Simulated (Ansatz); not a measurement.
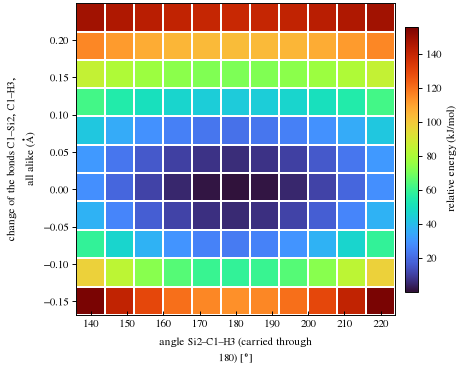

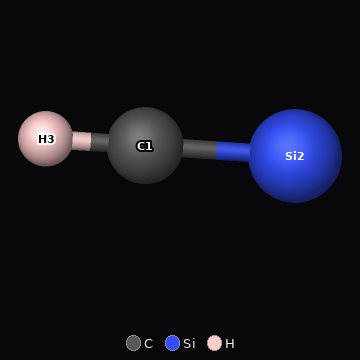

Energy landscape of CHSi, charge −1. Coordinates scanned: (1) angle Si2–C1–H3 (carried through 180); (2) change of the bonds C1–Si2, C1–H3, all alike. Nothing is relaxed (all other coordinates rigid). The grid has 11 × 11 points; 66 points were computed and 55 follow by symmetry. Points are written as (first, second). All energies are given in kJ/mol relative to the relaxed molecule at the same level. The calculation used Ansatz 0.2.0, RKS wB97M-V/def2-TZVPD.

In the figure: one coloured cell a grid point. The second picture is the structure at the lowest point.

Q: Summarise what can be read from the map.

A: The lowest grid point is at (180°, 0.003 Å), 0.03 kJ/mol from the relaxed molecule at the same level. It is the only kind of minimum in the scanned range. The highest grid point, (140°, −0.149 Å), lies 156 kJ/mol above the lowest. Round the minimum the two coordinates are nearly uncoupled.

The values on the grid:

```csv
"second ↓, first →",140,148,156,164,172,180,188,196,204,212,220
0.230,148,145,143,141,140,139,140,141,143,145,148
0.192,115,111,108,105,104,103,104,105,108,111,115
0.154,86,81,76,73,71,71,71,73,76,81,86
0.117,62,55,50,47,44,43,44,47,50,55,62
0.079,43,35,29,25,22,21,22,25,29,35,43
0.041,31,22,15,10,7,6,7,10,15,22,31
0.003,28,18,11,5,1,0,1,5,11,18,28
−0.035,37,26,17,10,6,5,6,10,17,26,37
−0.073,59,47,37,30,25,24,25,30,37,47,59
−0.111,97,84,73,65,60,59,60,65,73,84,97
−0.149,156,141,129,120,115,113,115,120,129,141,156
```

The input of one point:

```yaml
crystal:
  periodic: [false, false, false]
  atoms:
    - { symbol: C, position_ang: [0.149237, 0.065641, 0.084807] }
    - { symbol: Si, position_ang: [-1.177549, -0.517946, -0.669181] }
    - { symbol: H, position_ang: [1.028322, 0.452302, 0.584375] }
total_charge: -1
basis:
  gaussian: { orbitals: def2-TZVPD }
hamiltonian:
  xc: { name: wB97M-V }
output:
  forces: true
```

Each point was launched as `ansatz run input.yaml --threads 1 --pin off --max-ram 2560MiB --backend cpu --events-out ev --progress --plain --runs-dir out`. The whole map (66 points run) took 7.4 min on 1 thread of Arm Neoverse V1, on a shared host.
